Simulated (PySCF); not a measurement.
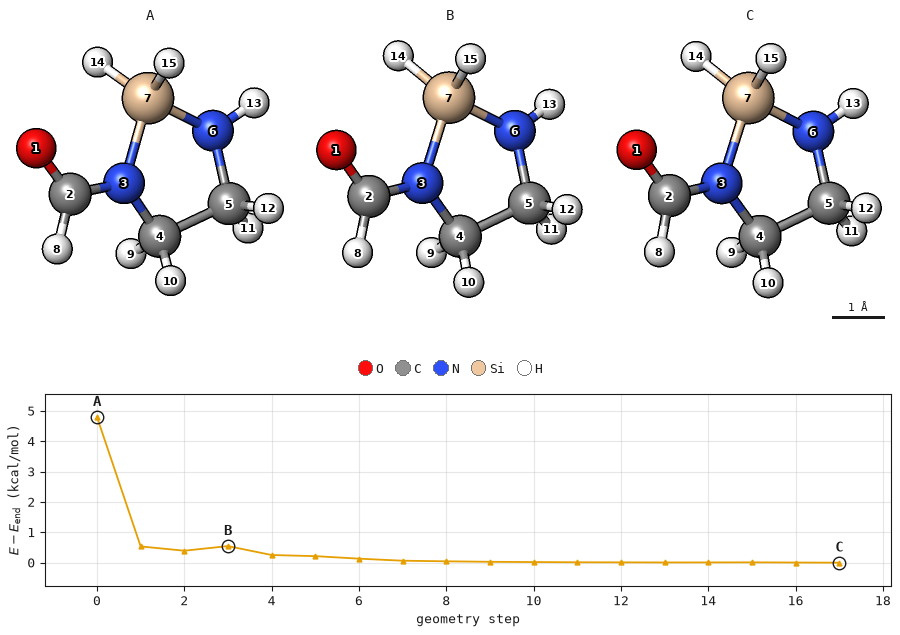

Frames of a relaxation of C₃H₈N₂OSi, marked on the history of the run. Style: ball-and-stick. Shown at a tilt.

The start comes from GFN2-xTB. Its atoms were then displaced at random by about 0.01 Å.

Method: PBE0-D3(BJ)/def2-SVP geometry optimisation, gas phase in PySCF. 

Q: What happens along the run?

A: The energy falls by 4.80 kcal/mol in 17 geometry steps. The largest move after the best rigid fit is that of H11, 0.13 Å. By element the largest moves are H 0.13 Å, O 0.08 Å, C 0.06 Å, N 0.05 Å, Si 0.04 Å. Some distances before and after: N3–C4 1.402 → 1.455 Å, Si7–H14 1.453 → 1.489 Å, C4–C5 1.559 → 1.529 Å, C5–H12 1.082 → 1.110 Å. Among the angles between lasting bonds that change: H14–Si7–H15 116.4° → 109.2°, N6–Si7–H14 108.9° → 113.2°, C4–N3–Si7 116.6° → 112.6°. From step 0 to 3: H13 moves most (0.20 Å), energy −4.25 kcal/mol. From step 3 to 17: H13 moves most (0.15 Å), energy −0.55 kcal/mol.

| step | E − E(0), kcal/mol |
| --- | --- |
| 0 | 0.00 |
| 1 | -4.26 |
| 2 | -4.40 |
| 3 | -4.25 |
| 4 | -4.55 |
| 5 | -4.58 |
| 6 | -4.67 |
| 7 | -4.73 |
| 8 | -4.75 |
| 9 | -4.77 |
| 10 | -4.78 |
| 11 | -4.78 |
| 12 | -4.79 |
| 13 | -4.79 |
| 14 | -4.79 |
| 15 | -4.79 |
| 16 | -4.79 |
| 17 | -4.80 |
